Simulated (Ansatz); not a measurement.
PC5

```xyz
24
Lattice="6.0630 0.0000 0.0000 0.0000 0.0000 -6.0630 0.0000 6.0630 0.0000" Properties=species:S:1:pos:R:3 pbc="T T T"
P     3.0315    0.0000   -3.0315
P     0.0000    3.0315   -3.0315
P     0.0000    0.0000    0.0000
P     3.0315    3.0315    0.0000
C     1.5158    1.5158   -4.5473
C     4.5473    4.5473   -4.5473
C     4.5473    1.5158   -1.5158
C     1.5158    4.5473   -1.5158
C     5.5077    2.4761   -5.5077
C     2.4761    5.5077   -5.5077
C     2.4761    2.4761   -2.4761
C     5.5077    5.5077   -2.4761
C     5.5077    0.5554   -3.5869
C     2.4761    3.5869   -3.5869
C     2.4761    0.5554   -0.5554
C     5.5077    3.5869   -0.5554
C     3.5869    2.4761   -3.5869
C     0.5554    5.5077   -3.5869
C     0.5554    2.4761   -0.5554
C     3.5869    5.5077   -0.5554
C     3.5869    0.5554   -5.5077
C     0.5554    3.5869   -5.5077
C     0.5554    0.5554   -2.4761
C     3.5869    3.5869   -2.4761
```

Space group F-43m; a structure generated by program, which may or may not match a known phase; computed without spin polarisation.

These are results of DFT PBE, scalar-relativistic, plane waves, PAW in Ansatz 0.2.0, not measurements.

> What can the converged valence pseudo-density and electron localisation function tell about the bonding?

C–C (1.57 Å): the density is about 1.3 e/Å³ at the midpoint; the ELF peaks at about 0.75 between the atoms.
P–C (2.63 Å): ρ at the midpoint is about 0.24 e/Å³; the ELF peaks at about 0.85 in the valence shell of C, 0.7 Å from its nucleus, and drops to about 0.35 between the two atoms.

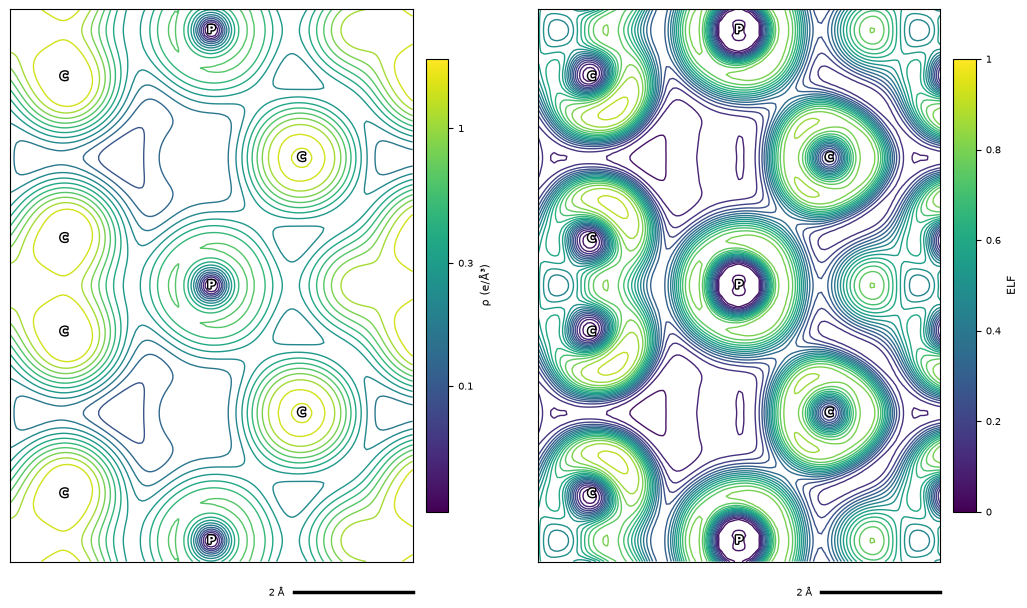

Computed valence pseudo-density and electron localisation function on the (101) plane of the conventional cell, in this order. Atoms just off the plane (C, 0.8 Å away) can leave unmarked features too.
